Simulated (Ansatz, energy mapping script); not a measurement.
# Spin model of NiO from collinear orders, part 2 of 2

Wanted: the magnetic order of NiO, its couplings and an estimate of its ordering temperature, by PBE+U (6 eV).

PBE with U = 6 eV on Ni d, ortho-atomic projectors; plane waves, U on orthogonalised atomic orbitals unless named otherwise, collinear spin, no spin–orbit coupling.

So far. Step 9 (Run 5 (parallel; cell C, 6 atoms)): The run ends ferromagnetic. For each magnetic atom its energy differs from the parallel run of the first cell by 0.11 meV, an error that one common reference would have brought in. Step 10 (Run 6 (uncompensated ++−; cell C, 6 atoms)): The run ends ferrimagnetic, 75.00 meV a magnetic atom below the parallel order of its cell.

**11. Run 7 (parallel; cell D, 6 atoms)**

This run holds the same structure in another cell (c 7.226 → 6.596 Å, α 90.0 → 102.9°, β 90.0 → 102.9°, γ 120.0 → 90.0°).

input.yaml

```yaml
crystal:
  lattice:
    - [0.0, 2.085901641, 2.085901641]
    - [0.0, 2.085901641, -2.085901641]
    - [-6.257704923, -2.085901641, 0.0]
  atoms:
    - { symbol: Ni, position: [0.0, 0.0, 0.0], spin: 2.0 }
    - { symbol: Ni, position: [0.333333333, 0.333333333, 0.666666667], spin: 2.0 }
    - { symbol: Ni, position: [0.666666667, 0.666666667, 0.333333333], spin: 2.0 }
    - { symbol: O, position: [0.833333333, 0.833333333, 0.666666667] }
    - { symbol: O, position: [0.166666667, 0.166666667, 0.333333333] }
    - { symbol: O, position: [0.5, 0.5, 0.0] }
magnetization:
  spin_polarized: true
kpoints:
  mp_grid: { grid: [9, 9, 9] }
hamiltonian:
  xc: pbe
  hubbard:
    sites:
      - { species: Ni, l: d, u_eff: 6.0 }
      - { site: 0, l: d, u_eff: 6.0, starting_ns: [{ spin: up, occupation_matrix: ni1_major }, { spin: down, occupation_matrix: ni1_minor }] }
      - { site: 1, l: d, u_eff: 6.0, starting_ns: [{ spin: up, occupation_matrix: ni1_major }, { spin: down, occupation_matrix: ni1_minor }] }
      - { site: 2, l: d, u_eff: 6.0, starting_ns: [{ spin: up, occupation_matrix: ni1_major }, { spin: down, occupation_matrix: ni1_minor }] }
    projectors: ortho-atomic
    occupation_matrices:
      ni1_major:
        matrix:
          - [0.998, 0.0, 0.0, 0.0, 0.0]
          - [0.0, 0.999, 0.0, 0.0, 0.0]
          - [0.0, 0.0, 0.999, 0.0, 0.0]
          - [0.0, 0.0, 0.0, 0.998, 0.0]
          - [0.0, 0.0, 0.0, 0.0, 0.999]
      ni1_minor:
        matrix:
          - [0.146, 0.0, 0.0, 0.0, 0.0]
          - [0.0, 0.997, 0.0, 0.0, 0.0]
          - [0.0, 0.0, 0.997, 0.0, 0.0]
          - [0.0, 0.0, 0.0, 0.146, 0.0]
          - [0.0, 0.0, 0.0, 0.0, 0.997]
scf:
  occupations: { method: fermi_dirac, width: 0.05 }
output:
  eigenvalues: true
```

On the command line:

```
> ansatz run input.yaml --threads 4 --pin off --max-ram 8192MiB --backend cpu --events-out ev --progress --plain --runs-dir out
```

Run time: 7.4 s. Hardware: 4 threads of Arm Neoverse V1, shared host; peak memory 0.58 GiB; 26 s of CPU time.

The run ends ferromagnetic. For each magnetic atom its energy differs from the parallel run of the first cell by -0.03 meV, an error that one common reference would have brought in.

**12. Uncompensated ++− start in cell D (6 atoms)**

This order reverses 5.33 of the 12 neighbours at 2.95 Å, 1.33 of the 6 neighbours at 4.17 Å and 16 of the 24 neighbours at 5.11 Å, counted for an average magnetic atom.

input.yaml: that of step 11 with these lines changed.

```diff
@@ -8,3 +8,3 @@
     - { symbol: Ni, position: [0.333333333, 0.333333333, 0.666666667], spin: 2.0 }
-    - { symbol: Ni, position: [0.666666667, 0.666666667, 0.333333333], spin: 2.0 }
+    - { symbol: Ni, position: [0.666666667, 0.666666667, 0.333333333], spin: -2.0 }
     - { symbol: O, position: [0.833333333, 0.833333333, 0.666666667] }
@@ -23,3 +23,3 @@
       - { site: 1, l: d, u_eff: 6.0, starting_ns: [{ spin: up, occupation_matrix: ni1_major }, { spin: down, occupation_matrix: ni1_minor }] }
-      - { site: 2, l: d, u_eff: 6.0, starting_ns: [{ spin: up, occupation_matrix: ni1_major }, { spin: down, occupation_matrix: ni1_minor }] }
+      - { site: 2, l: d, u_eff: 6.0, starting_ns: [{ spin: up, occupation_matrix: ni1_minor }, { spin: down, occupation_matrix: ni1_major }] }
     projectors: ortho-atomic
```

The job ended after 7.9 s (4 threads; peak memory 0.59 GiB; 30 s of CPU time).

The run ends ferrimagnetic, 21.92 meV a magnetic atom below the parallel order of its cell.

**13. Run 9 (parallel; cell E, 6 atoms)**

This run holds the same structure in another cell (b 2.950 → 4.172 Å, c 6.596 → 5.109 Å, α 102.9 → 114.1°, β 102.9 → 106.8°).

input.yaml

```yaml
crystal:
  lattice:
    - [0.0, -2.085901641, -2.085901641]
    - [-4.171803282, 0.0, 0.0]
    - [2.085901641, 4.171803282, -2.085901641]
  atoms:
    - { symbol: Ni, position: [0.666666667, 0.666666667, 0.333333333], spin: 2.0 }
    - { symbol: Ni, position: [0.333333333, 0.333333333, 0.666666667], spin: 2.0 }
    - { symbol: Ni, position: [0.0, 0.0, 0.0], spin: 2.0 }
    - { symbol: O, position: [0.666666667, 0.166666667, 0.333333333] }
    - { symbol: O, position: [0.333333333, 0.833333333, 0.666666667] }
    - { symbol: O, position: [0.0, 0.5, 0.0] }
magnetization:
  spin_polarized: true
kpoints:
  mp_grid: { grid: [9, 9, 9] }
hamiltonian:
  xc: pbe
  hubbard:
    sites:
      - { species: Ni, l: d, u_eff: 6.0 }
      - { site: 0, l: d, u_eff: 6.0, starting_ns: [{ spin: up, occupation_matrix: ni1_major }, { spin: down, occupation_matrix: ni1_minor }] }
      - { site: 1, l: d, u_eff: 6.0, starting_ns: [{ spin: up, occupation_matrix: ni1_major }, { spin: down, occupation_matrix: ni1_minor }] }
      - { site: 2, l: d, u_eff: 6.0, starting_ns: [{ spin: up, occupation_matrix: ni1_major }, { spin: down, occupation_matrix: ni1_minor }] }
    projectors: ortho-atomic
    occupation_matrices:
      ni1_major:
        matrix:
          - [0.998, 0.0, 0.0, 0.0, 0.0]
          - [0.0, 0.999, 0.0, 0.0, 0.0]
          - [0.0, 0.0, 0.999, 0.0, 0.0]
          - [0.0, 0.0, 0.0, 0.998, 0.0]
          - [0.0, 0.0, 0.0, 0.0, 0.999]
      ni1_minor:
        matrix:
          - [0.146, 0.0, 0.0, 0.0, 0.0]
          - [0.0, 0.997, 0.0, 0.0, 0.0]
          - [0.0, 0.0, 0.997, 0.0, 0.0]
          - [0.0, 0.0, 0.0, 0.146, 0.0]
          - [0.0, 0.0, 0.0, 0.0, 0.997]
scf:
  occupations: { method: fermi_dirac, width: 0.05 }
output:
  eigenvalues: true
```

Run time: 14 s. Hardware: 4 threads; peak memory 0.76 GiB.

The run ends ferromagnetic. For each magnetic atom its energy differs from the parallel run of the first cell by 0.13 meV, an error that one common reference would have brought in.

**14. Uncompensated ++− start in cell E (6 atoms)**

This order reverses 6.67 of the 12 neighbours at 2.95 Å, 2.67 of the 6 neighbours at 4.17 Å and 8 of the 24 neighbours at 5.11 Å, counted for an average magnetic atom.

input.yaml: that of step 13 with these lines changed.

```diff
@@ -8,3 +8,3 @@
     - { symbol: Ni, position: [0.333333333, 0.333333333, 0.666666667], spin: 2.0 }
-    - { symbol: Ni, position: [0.0, 0.0, 0.0], spin: 2.0 }
+    - { symbol: Ni, position: [0.0, 0.0, 0.0], spin: -2.0 }
     - { symbol: O, position: [0.666666667, 0.166666667, 0.333333333] }
@@ -23,3 +23,3 @@
       - { site: 1, l: d, u_eff: 6.0, starting_ns: [{ spin: up, occupation_matrix: ni1_major }, { spin: down, occupation_matrix: ni1_minor }] }
-      - { site: 2, l: d, u_eff: 6.0, starting_ns: [{ spin: up, occupation_matrix: ni1_major }, { spin: down, occupation_matrix: ni1_minor }] }
+      - { site: 2, l: d, u_eff: 6.0, starting_ns: [{ spin: up, occupation_matrix: ni1_minor }, { spin: down, occupation_matrix: ni1_major }] }
     projectors: ortho-atomic
```

Elapsed: 16 s, on 4 threads; peak memory 0.77 GiB.

The run ends ferrimagnetic, 47.70 meV a magnetic atom below the parallel order of its cell.

**15. The fit**

Each energy difference is a sum of couplings weighted by the pairs that the order reverses. A few near shells are fitted to the differences by least squares. Energies are those extrapolated to zero occupation width, not the free energies F.

Energies from the parallel order of the same cell:

| order | atoms | energy (meV a magnetic atom) | moments (μB) | moments kept as typed | opposed neighbours at 2.95, 4.17, 5.11 Å |
| --- | --- | --- | --- | --- | --- |
| parallel in cell A | 4 | 0.00 | 1.72 | yes | 0, 0, 0 |
| compensated +− in cell A | 4 | 10.46 | 1.72 | yes | 8, 0, 16 |
| parallel in cell B | 4 | 0.00 | 1.72 | yes | 0, 0, 0 |
| compensated +− in cell B | 4 | -107.66 | 1.66 | yes | 6, 6, 12 |
| parallel in cell C | 6 | 0.00 | 1.72 | yes | 0, 0, 0 |
| uncompensated ++− in cell C | 6 | -75.00 | 1.65 to 1.69 | yes | 4, 4, 12 |
| parallel in cell D | 6 | 0.00 | 1.72 | yes | 0, 0, 0 |
| uncompensated ++− in cell D | 6 | -21.92 | 1.70 to 1.71 | yes | 5.33, 1.33, 16 |
| parallel in cell E | 6 | 0.00 | 1.72 | yes | 0, 0, 0 |
| uncompensated ++− in cell E | 6 | -47.70 | 1.68 to 1.70 | yes | 6.67, 2.67, 8 |

The Heisenberg fit (each pair counts twice, positive J is ferromagnetic):

```csv
pair,distance (Å),neighbours,J (meV)
Ni–Ni,2.95,12,0.613
Ni–Ni,4.17,6,-9.65
Ni–Ni,5.11,24,0.0254
Ni–Ni,5.90,12,-0.360
```

These orders cannot tell some unfitted shells from fitted ones: the value at 2.95 Å holds J(2.95) + 4 J(7.80) + J(8.85), the value at 5.11 Å holds J(5.11) + J(8.85) and the value at 5.90 Å holds J(5.90) − J(8.85); other unfitted shells add to the values wholly or in part.

Adding the shell at 6.60 Å gives 0.66, -9.6, 0.033, -0.37 and -0.034 meV and a mean-field temperature of 413 K, an exact solve that tests nothing.

In mean field these couplings order at 415 K, at q = (0.50, 0.50, 0.50) in fractions of the conventional cell's reciprocal vectors, and give a Curie–Weiss temperature of -420 K.

**16. Monte Carlo**

Mean field ignores fluctuations and overstates the ordering temperature, so the model is also sampled. The heat capacity peaks where order sets in.

Classical unit spins with these couplings on 8×8×4 copies of a cell that holds the lowest order (512 spins), heat-bath sweeps, cooled from random directions, 831 sweeps to settle and 2493 measured at each temperature, averaged over 4 runs.

| T (K) | order along the lowest pattern | net moment | heat capacity (k_B a spin) |
| --- | --- | --- | --- |
| 49.8 | 0.44 | 0.01 | 0.99 |
| 85.1 | 0.43 | 0.01 | 1.03 |
| 138 | 0.39 | 0.01 | 1.16 |
| 173 | 0.37 | 0.02 | 1.31 |
| 209 | 0.36 | 0.02 | 1.38 |
| 262 | 0.28 | 0.02 | 1.87 |
| 279 | 0.25 | 0.02 | 1.90 |
| 297 | 0.22 | 0.02 | 1.75 |
| 332 | 0.15 | 0.03 | 1.12 |
| 368 | 0.12 | 0.03 | 0.63 |
| 421 | 0.09 | 0.03 | 0.38 |
| 456 | 0.08 | 0.03 | 0.29 |

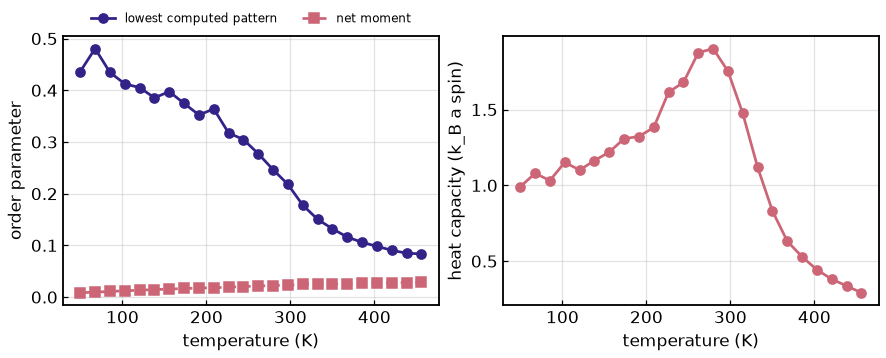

Order parameter and heat capacity against temperature.

The smoothed heat capacity peaks at 273 K. The order column follows one pattern alone; equivalent domains or another pattern share the rest.

**17. Summary of results**

* lowest order tried: compensated +− in cell B
* largest fitted value (a combination of shells), Ni–Ni at 4.17 Å: -9.65 meV
* ordering temperature, mean field: 415 K
* heat-capacity peak, Monte Carlo: 273 K

Of the orders tried, NiO prefers the order “compensated +− in cell B” under PBE+U (6 eV), with 6 of 12 neighbours at 2.95 Å, 6 of 6 neighbours at 4.17 Å and 12 of 24 neighbours at 5.11 Å opposed, and the heat capacity of the fitted model peaks near 273 K (Monte Carlo, classical spins). The largest fitted coupling is the Ni–Ni pair at 4.17 Å, antiferromagnetic at -9.7 meV, across a ligand at about 180°. The straight metal–ligand–metal path outweighs the right-angled one, the pattern expected of superexchange through one ligand p orbital, which these runs do not test. The orders also reverse pairs at 6.60 Å, which are not fitted, so the fitted values hold their part too. With 5 differences for 4 couplings the fit misses by 0.41 meV at most, a small part of the spread. In the fitted orders moments change by up to 3.7 % against the parallel run of the same cell, so their size stays put. Monte Carlo puts the peak at 0.66 of the mean-field temperature, since mean field leaves out fluctuations. In tests on simple cubic and body-centred models such peaks lay 5 to 6 % under the bulk value. On cooling, the order along the one computed pattern stays at or under 0.48: the model settles in an equivalent domain, a degenerate mixture or another order. The parallel order holds 2 μB a magnetic atom, spin 1; the common factor (S+1)/S would raise the classical 273 K to 547 K, a correction that often overshoots. The classical value and the one scaled by (S+1)/S differ by a factor of 2, so closeness of either to the measured temperature is partly a matter of convention.

Comparison with the measured values:

```
                             quantity  measured  PBE+U (6 eV), Monte Carlo  PBE+U (6 eV), Monte Carlo × (S+1)/S
ordering temperature (spin model) (K)       524              273 (-47.8 %)                         547 (+4.4 %)
```

Measured values from arxiv:cond-mat/0609101 (2006).

**Verdict.** The ordering temperature is off by -47.8 % at PBE+U (6 eV), Monte Carlo: a clear miss. Of the levels listed, nearest comes PBE+U (6 eV), Monte Carlo × (S+1)/S (+4.4 %). A U picked for its result is no test. No cell relaxation is part of this session.

[Logs and program files are shortened in this print: banners, set-up blocks, solver, clock and traceback lines can be left out without a mark of their own.]

[Logs are printed without paths, hosts, clocks, repeated set-up lines and the standing remarks that a program may print on its own settings, such as how far it seeks lower states.]

[Hosts, paths, dates, database ids (printed as entryN), source tags and the programs' standing remarks are cut or masked in the printed files.]

[Where a cell is said to come from a database of computed structures, the database is the Materials Project.]
